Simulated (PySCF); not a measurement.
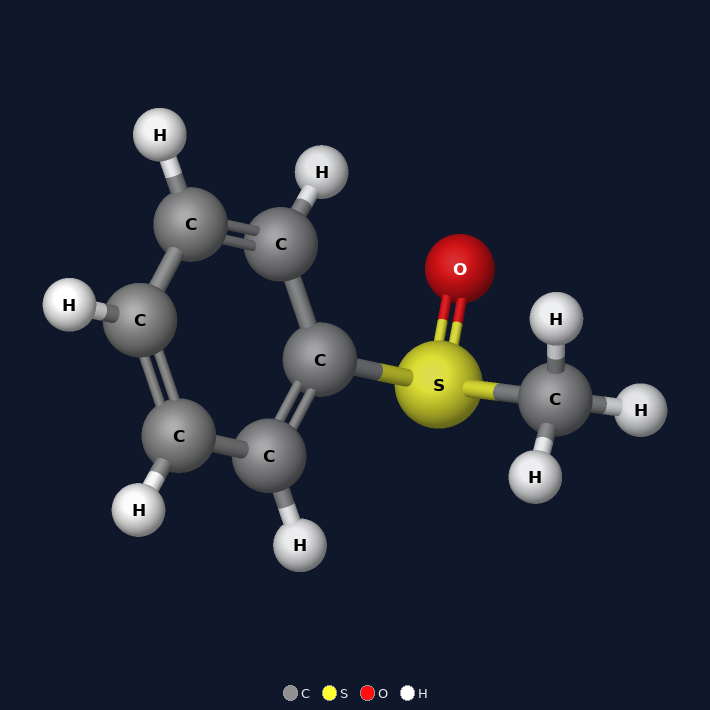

Ball-and-stick drawing of a structure.

Computed geometry: GFN2-xTB optimisation. No frequency run is at hand to confirm it as a minimum.

> Which formula does it have?

C₇H₈OS, 17 atoms: 7 carbon, 8 hydrogen, 1 oxygen and 1 sulfur.

> What is the point group of this geometry?

C1.

> Name some functional groups or characteristic bonds that it holds.

Among them: sulfoxide.

> How many bonds of each kind are drawn?

8 C–H, 6 C–C, 2 C–S, 1 O–S.

> Does it have rings?

Independent rings (smallest set): 1 of 6 members, 1 of them aromatic.

The parts below concern this one geometry. Atoms keep their numbers from picture to picture.

**Shape**

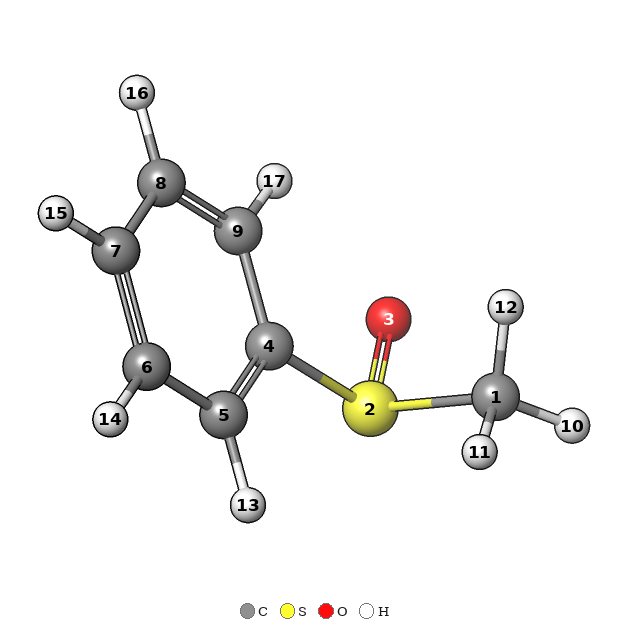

The atoms are numbered. No frequency run is at hand to confirm it as a minimum.

Give these bond angles: C1–S2–C4, S2–C1–H10, C4–C5–H13, C4–C9–C8, C5–C4–C9, C5–C6–C7, C6–C7–H15, C7–C6–H14, C7–C8–C9, C7–C8–H16, C8–C7–H15, C9–C8–H16.

```json
{"angle": "C1–S2–C4", "degrees": "93.2"}
{"angle": "S2–C1–H10", "degrees": "107.5"}
{"angle": "C4–C5–H13", "degrees": "120.0"}
{"angle": "C4–C9–C8", "degrees": "119.5"}
{"angle": "C5–C4–C9", "degrees": "121.1"}
{"angle": "C5–C6–C7", "degrees": "120.0"}
{"angle": "C6–C7–H15", "degrees": "119.8"}
{"angle": "C7–C6–H14", "degrees": "120.1"}
{"angle": "C7–C8–C9", "degrees": "119.8"}
{"angle": "C7–C8–H16", "degrees": "120.2"}
{"angle": "C8–C7–H15", "degrees": "119.9"}
{"angle": "C9–C8–H16", "degrees": "120.0"}
```

**Electronic properties**

No frequency run is at hand to confirm it as a minimum. Properties computed with PBE0/pcSseg-1, gas phase (PySCF 2.14.0).

Predict the main results.

- dipole moment: 3.76 D
- HOMO energy (Kohn–Sham orbital): −6.74 eV
- LUMO energy (Kohn–Sham orbital): −0.79 eV
- HOMO–LUMO gap: 5.94 eV

**NMR shielding**

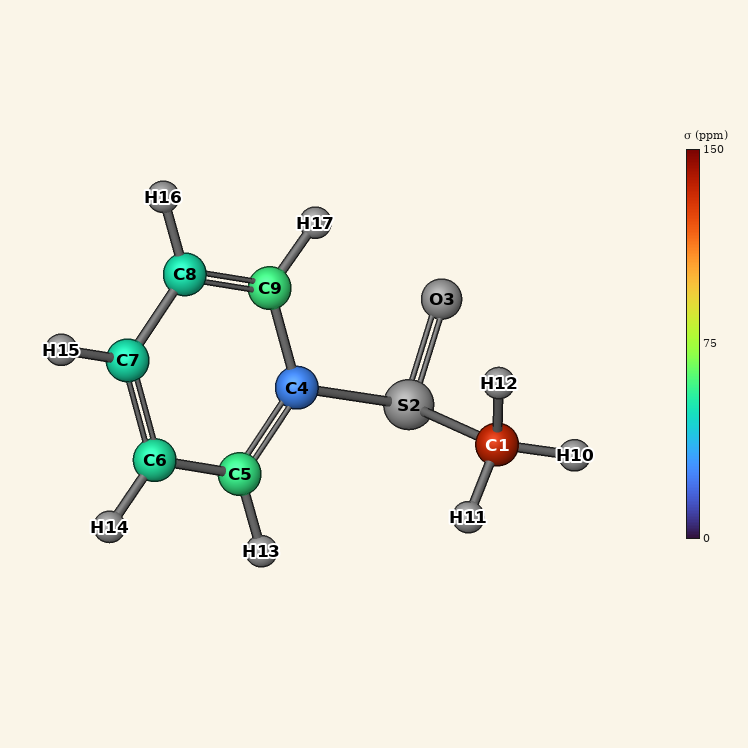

Atoms are coloured by their isotropic NMR shieldings (C only, the others grey). No frequency run is at hand to confirm it as a minimum. Level of theory: GIAO PBE0/pcSseg-1 NMR shielding, non-relativistic, gas phase (PySCF 2.14.0).

List the isotropic NMR shieldings of the C atoms.

| atom | σ (ppm) |
| --- | --- |
| C1 | 133.6 |
| C4 | 26.6 |
| C5 | 58.5 |
| C6 | 53.7 |
| C7 | 51.4 |
| C8 | 51.3 |
| C9 | 59.2 |

**Ring current**

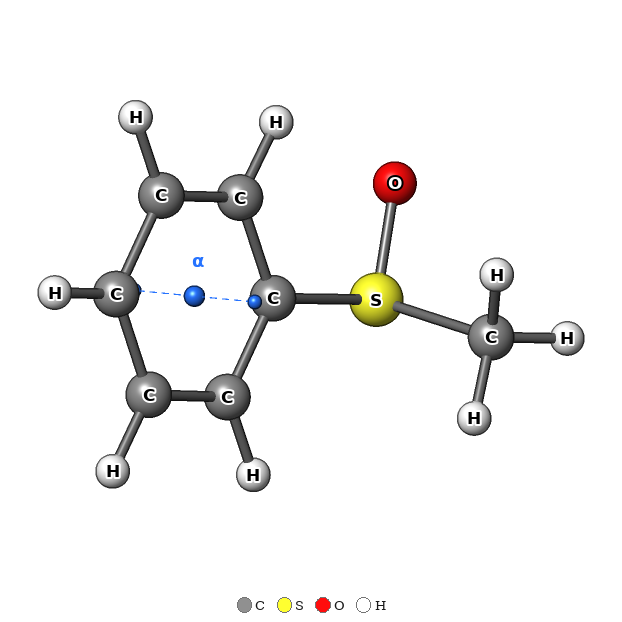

The small points mark where nucleus-independent chemical shifts (NICS) were computed: at the centre of each lettered ring and 1 Å above and below it. No frequency run is at hand to confirm it as a minimum. Level of theory: GIAO PBE0/pcSseg-1 NMR shielding, non-relativistic, gas phase (PySCF 2.14.0).

Give NICS(0), NICS(1) and the out-of-plane component NICS(1)zz for each ring (means of the two sides).

```csv
ring,members,NICS(0),NICS(1),NICS(1)zz
α,C6,−8.7,−11.5,−28.9
```

Values in ppm.

> What do the values say about the ring currents?

Ring α: diatropic, as in an aromatic ring. NICS is one index among several.
